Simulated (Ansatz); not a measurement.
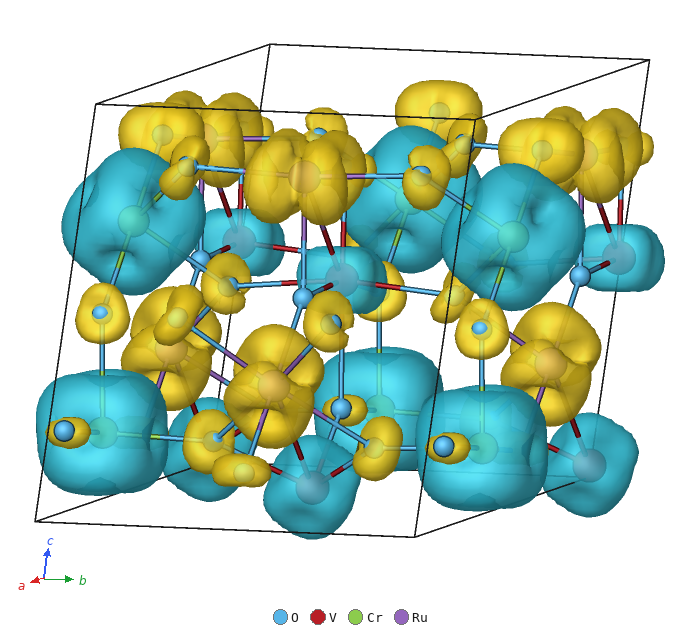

VCrRuO$_{6}$. Isosurfaces of the magnetisation density (up minus down) at +0.05 (yellow) and −0.05 e/Å³ (cyan), seen slightly off an axis. Sticks mark near contacts.

Space group Cm; a generated structure, not necessarily the stable one; spin-polarised.

All numbers below come from DFT PBE, scalar-relativistic, plane waves, PAW in Ansatz 0.2.0.

The density is the valence pseudo-density of a PAW calculation; it isn't the true density close to the nuclei.

```
CELL_PARAMETERS angstrom
4.59060 4.59100 -5.69065
4.59008 -4.59045 0.00005
-4.60961 -4.60995 -2.87470
ATOMIC_POSITIONS crystal
O 0.77636 0.99987 0.46565
O 0.27636 0.49987 0.46565
O 0.93271 0.49991 0.12468
O 0.43271 0.99991 0.12468
O 0.58678 0.49983 0.80263
O 0.08678 0.99983 0.80263
O 0.90282 0.00005 0.20350
O 0.40282 0.50005 0.20350
O 0.56872 0.00001 0.86403
O 0.06872 0.50001 0.86403
O 0.72886 0.50001 0.51493
O 0.22886 0.00001 0.51493
O 0.65749 0.28836 0.15411
O 0.15749 0.78836 0.15411
O 0.83267 0.80723 0.83447
O 0.33267 0.30723 0.83447
O 0.50482 0.79774 0.50018
O 0.00482 0.29774 0.50018
O 0.65758 0.71154 0.15401
O 0.15758 0.21154 0.15401
O 0.83275 0.19265 0.83445
O 0.33275 0.69265 0.83445
O 0.50488 0.20216 0.50008
O 0.00488 0.70216 0.50008
V 0.50688 0.50000 0.02948
V 0.00688 0.00000 0.02948
V 0.51069 0.49992 0.52731
V 0.01069 0.99992 0.52731
Cr 0.66780 0.99993 0.67207
Cr 0.16780 0.49993 0.67207
Cr 0.66971 0.99997 0.16594
Cr 0.16971 0.49997 0.16594
Ru 0.82863 0.49993 0.31907
Ru 0.32863 0.99993 0.31907
Ru 0.82677 0.49997 0.81961
Ru 0.32677 0.99997 0.81961
```

Which atoms carry the moments, and with what signs?

The spin density sits on Cr: −1.8 μB (×4) in one cell of 36 atoms, with smaller moments on other sites: O (up to +0.11 μB), V (up to −0.26 μB) and Ru (up to +0.32 μB): parallel moments on the main sites in this solution. The cell of the calculation (18 atoms) carries 3.6 μB of net spin moment.
